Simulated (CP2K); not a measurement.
Consider 2-fluoropyridine at its PBE geometry (Å).

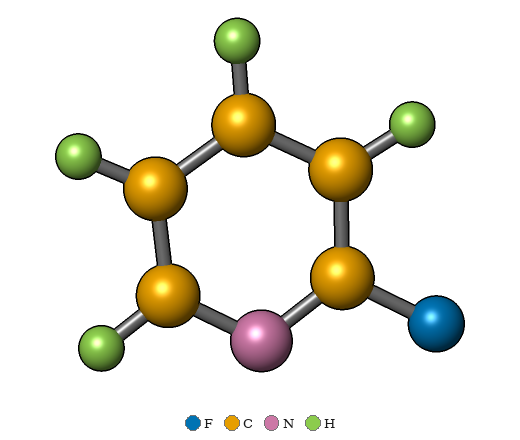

The molecule (fluorine blue, carbon orange, nitrogen pink, hydrogen green).

```xyz
11

F     2.6175   -0.9023   -0.0716
C     1.3015   -0.5462   -0.0412
C     0.9979    0.8155    0.0247
C    -0.3537    1.1498    0.0579
C    -1.3101    0.1281    0.0243
C    -0.8687   -1.1925   -0.0448
N     0.4365   -1.5396   -0.0787
H     1.7907    1.5605    0.0471
H    -0.6563    2.1956    0.1087
H    -2.3753    0.3513    0.0500
H    -1.5800   -2.0201   -0.0764
```

Method: CP2K XAS_TDP, all-electron GAPW, PBEh(45%), aug-cc-pVDZ, TDA, GW2X-corrected core level, no relativity.

Question: Where do the F K-edge lines lie, and how strong are they?

Leading lines: F1 690.25 eV. The leading line of an atom is its first one with 35 % of the strongest within 2.5 eV of its lowest line over the strength cut. Core ionisation energies at this level: F1 692.44 eV.

The first six lines of each atom with a strength over 0.0015:

```csv
atom,energy (eV),states,"strength, one atom",above the computed threshold
F1 (bonded to C),689.18,1,0.0074,
,690.25,1,0.0275,
,691.01,1,0.0051,
,691.74,1,0.0021,
,691.89,1,0.0038,
,692.41,1,0.0016,
```

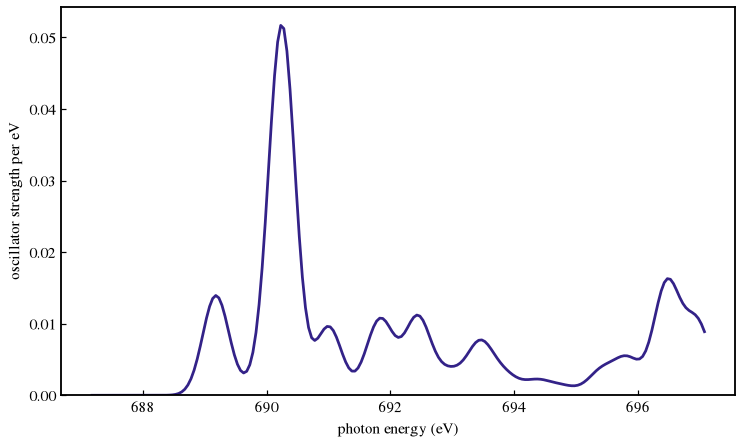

All atoms added, broadened by 0.5 eV.

Lines are vertical, at one geometry, with no vibrational structure. GW2X ionisation energies and lines can be off by 1 to 2 eV either way, and a good line position may hide errors that cancel. These values hold no scalar relativity, about 0.7 eV for F 1s. Rydberg lines, and the discretised continuum above threshold, depend on the basis and the box.

[Banner, clock and machine lines of the logs are left out without a mark of their own.]

[Logs are printed without paths, hosts, clocks, repeated set-up lines and the standing remarks that a program may print on its own settings, such as how far it seeks lower states.]

[Hosts, paths, dates, database ids (printed as entryN), source tags and the programs' standing remarks are cut or masked in the printed files.]
